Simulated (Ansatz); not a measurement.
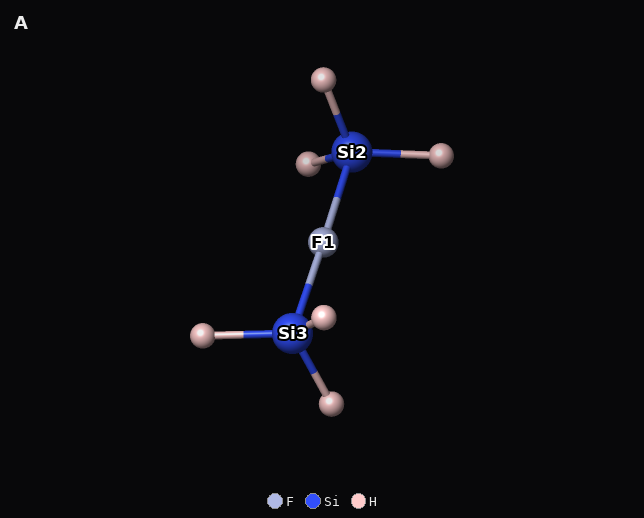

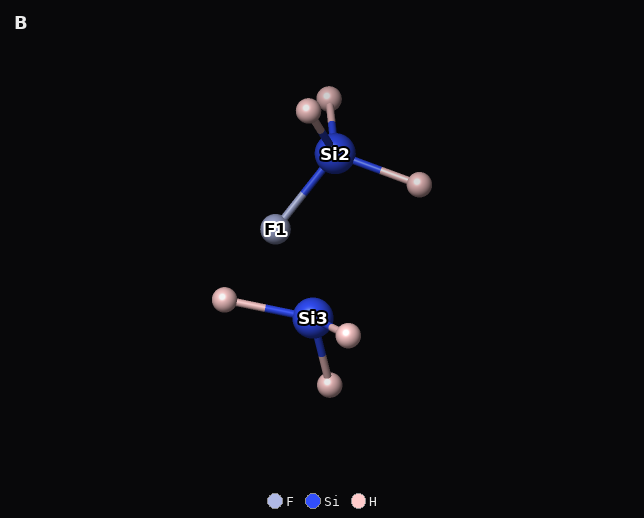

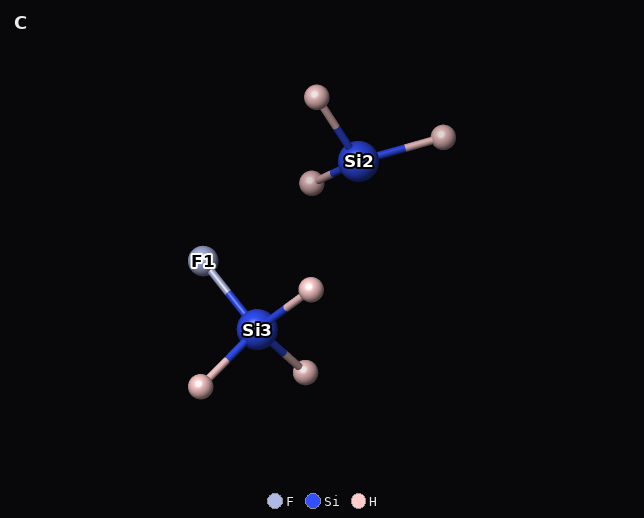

Three stationary points along one reaction path, in mixed order. Sticks follow a distance rule, so a partial bond may show as a full stick or not at all. The species is neutral and a spin doublet. Geometries: PBE0-D4/def2-TZVP; all other levels are single points on them, and energies count from the start as drawn. Program: Ansatz 0.2.0. In CBS estimates cores are frozen, and CCSD(T) − MP2 is taken in the smaller basis.

**Which panel shows the transition state?**

A.

**Which bonds form and which break from B to C?**

Formed: F1–Si3; broken: F1–Si2. At the saddle point F1···Si3 is 1.89 Å, F1···Si2 is 1.88 Å.

Give the electronic barrier and the reaction energy from B to C in kJ/mol (no zero-point energy) with CCSD(T)/CBS (MP2 limit from def2-TZVPP and def2-QZVPP plus CCSD(T) − MP2); B3LYP-D4/def2-TZVPP; SPW92 (LDA)/def2-TZVPP; ωB97X-V/def2-TZVPP; CAM-B3LYP-D4/def2-TZVPP; r2SCAN-D4/def2-TZVPP.

```tsv
level	barrier	reaction energy
CCSD(T)/CBS (MP2 limit from def2-TZVPP and def2-QZVPP plus CCSD(T) − MP2)	144.7	0.0
B3LYP-D4/def2-TZVPP	117.2	0.0
SPW92 (LDA)/def2-TZVPP	70.2	0.0
ωB97X-V/def2-TZVPP	146.1	0.0
CAM-B3LYP-D4/def2-TZVPP	134.2	0.0
r2SCAN-D4/def2-TZVPP	121.4	0.0
```
